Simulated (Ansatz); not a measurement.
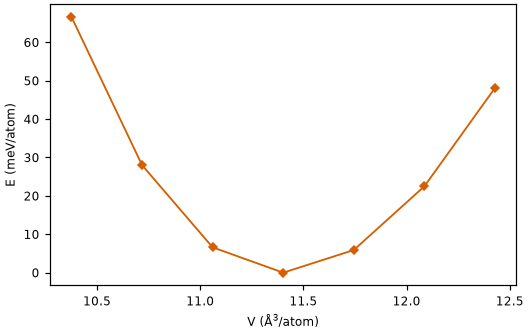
Fig. 1. AlV2C in space group P6_3/mmc (No. 194; Al on 2c, V on 4f, C on 2a) under volume change, DFT-LDA in the program Ansatz with PAW potentials, shape and atoms relaxed at each volume.

Q: What does a third-order Birch–Murnaghan fit give for V₀, B₀ and B′?

A: V₀ = 11.40 Å³/atom, B₀ = 195 GPa, B′ = 4.4.

The LDA relaxation kept the symmetry of its start. The run is not spin-polarised.

Potentials: the later of the program's two PAW sets.
